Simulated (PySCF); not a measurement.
```xyz
14

N     2.6815   -1.0330    0.2945
C     2.1141    0.0897    0.2072
C     0.6666    0.1877    0.0597
C     0.0050    1.3854   -0.0414
C    -1.3419    1.5299   -0.1800
C    -2.1130    0.3689   -0.2222
C    -1.4965   -0.8698   -0.1254
C    -0.1288   -0.9702    0.0137
H     3.6929   -1.0044    0.3942
H     2.6332    1.0576    0.2316
H    -1.8086    2.5007   -0.2556
H    -3.1856    0.4438   -0.3299
H    -2.0978   -1.7672   -0.1603
H     0.3783   -1.9198    0.0917
```

Geometry: GFN2-xTB.

All numbers below come from UKS B3LYP, pcH-1 on C H N, non-relativistic, mean-field spin-orbit, GIAO (PySCF 2.14.0, density-fitted response routines).

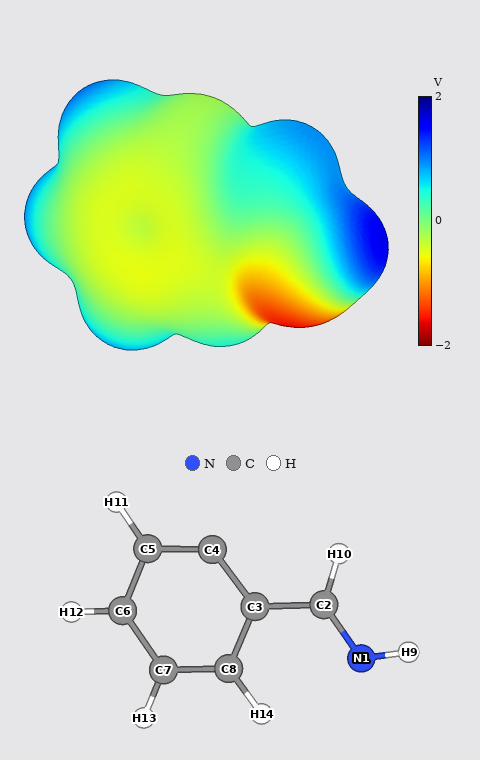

C$_{7}$H$_{6}$N (SMILES [H]/N=C/c1[c]cccc1) (doublet). The molecular electrostatic potential painted on the density surface at 0.002 e/bohr³, seen at a tilt; the colour scale runs from red (negative) to blue (positive). The bare structure is drawn below in the same view.

Which sites attract a positive test charge, and which a negative one?

A positive charge is drawn to the negative regions and a negative charge to the positive ones. The most negative region (about −1.6 V) lies over N1, the most positive (about +1.6 V) over H9. N1 is the likeliest acceptor of a hydrogen bond.
